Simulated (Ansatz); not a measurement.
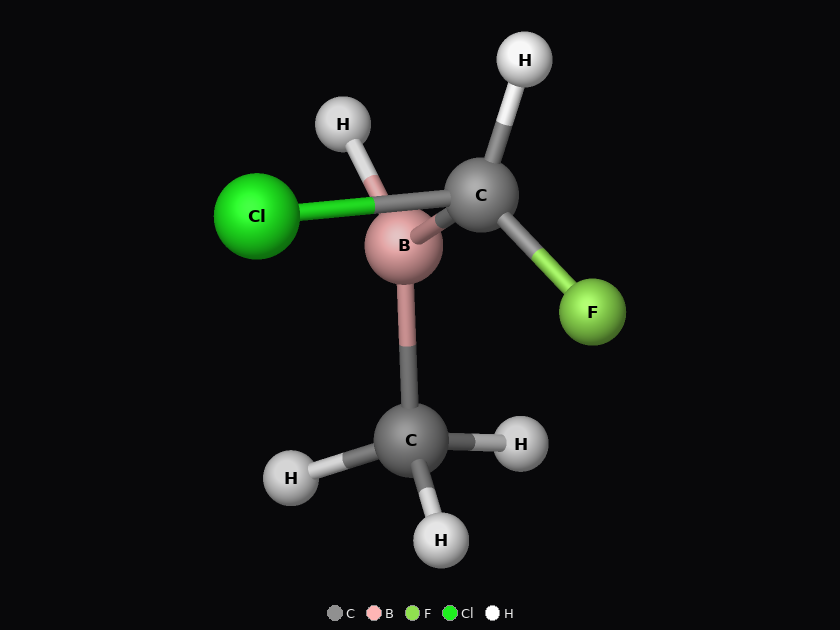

Ball-and-stick drawing of a structure. Every bond is drawn as one stick, whatever its order.

Computed geometry: PBE0-D4/def2-TZVP optimisation. No frequency run is at hand to confirm it as a minimum.

**Count the atoms of each element.**

C₂H₅BClF, 10 atoms: 2 carbon, 5 hydrogen, 1 boron, 1 chlorine and 1 fluorine.

**Count the bonded pairs by element.**

4 C–H, 2 C–B, 1 C–F, 1 C–Cl, 1 B–H.

**How many sets of symmetry-equivalent atoms are there?**

10: 1 C, 1 B, 1 C, 1 F, 1 Cl, 1 H, 1 H, 1 H, 1 H, 1 H.

The parts below concern this one geometry. Atoms keep their numbers from picture to picture.

## Shape

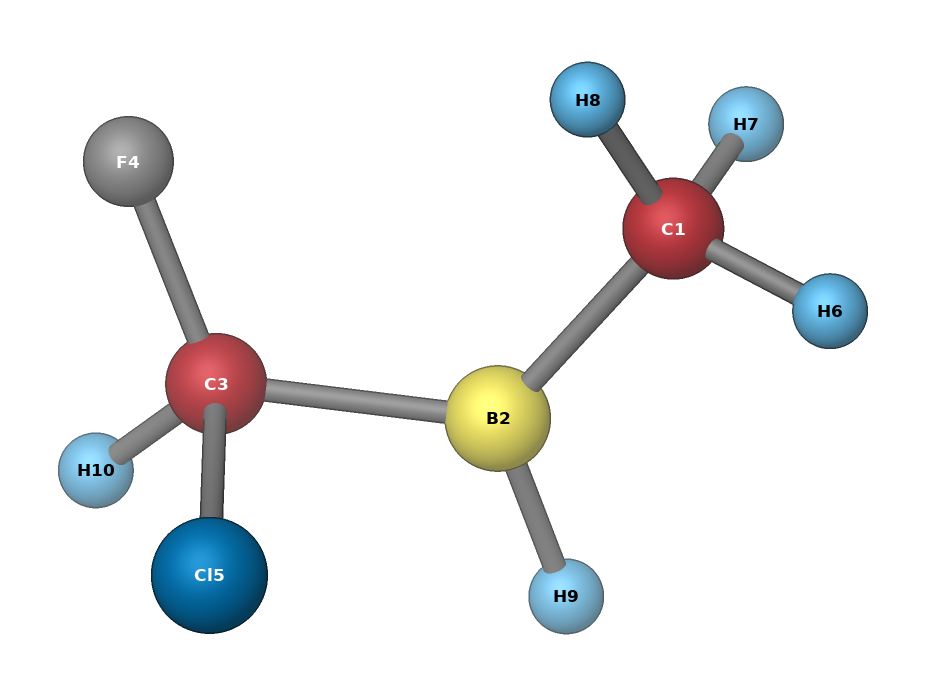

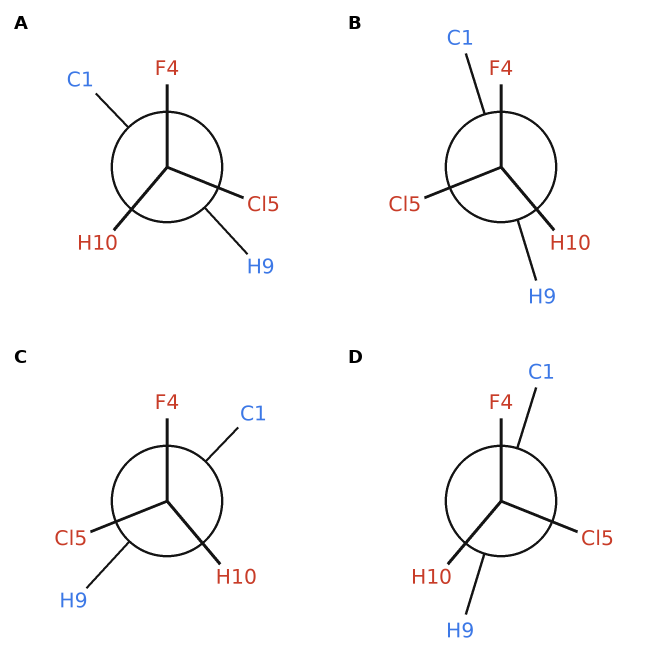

Depth is shown by fading: the farther an atom, the more it takes the colour of the background. Bonds that would overlap in a projection are set slightly apart. No frequency run is at hand to confirm it as a minimum.

**Which Newman projection shows the view along C3–B2, with C3 in front?**

D. The torsion angle Cl5–C3–B2–C1 is −96°, about perpendicular.

## Dipole moment

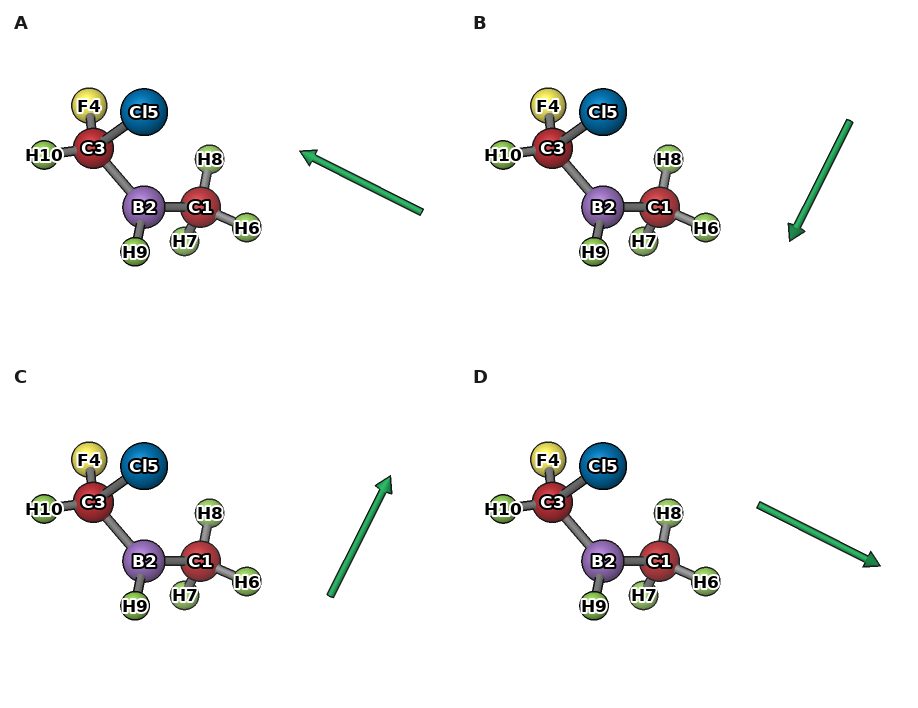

The same molecule four times, each with an arrow. No frequency run is at hand to confirm it as a minimum. Properties computed with RKS PBE-D4/def2-TZVPP (Ansatz 0.2.0).

**Which arrow points along the dipole moment, from the negative to the positive end?**

B. The dipole moment is 0.99 D; it points from the side of Cl5 to the side of H9 (the outermost atoms at the two ends).

## Electronic properties

No frequency run is at hand to confirm it as a minimum. Method: RKS PBE0-D4/def2-TZVPP (Ansatz 0.2.0).

**Give the dispersion correction at this level.**

−15.6 kJ/mol.

**Give the HOMO energy (Kohn–Sham orbital) at this level.**

−8.63 eV.

**What is the LUMO energy (Kohn–Sham orbital)?**

−1.04 eV.

## Charges

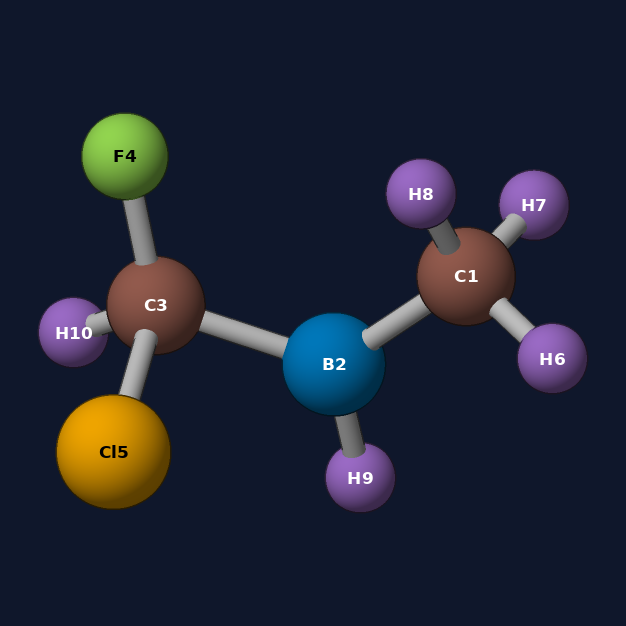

The questions are on Mulliken charges. No frequency run is at hand to confirm it as a minimum. Level of theory: RKS PBE0-D4/def2-TZVP (Ansatz 0.2.0).

**Which atom carries the highest charge (most positive or least negative)?**

C3 (0.17 e).

**And the lowest?**

C1 (−0.43 e).

Give the Mulliken charges atom by atom.

```
atom  value (e)
  C1      −0.43
  B2      −0.05
  C3       0.17
  F4      −0.18
 Cl5      −0.10
  H6       0.14
  H7       0.14
  H8       0.14
  H9       0.03
 H10       0.13
```

Mulliken values depend strongly on the basis set and can even reverse the polarity of a bond.
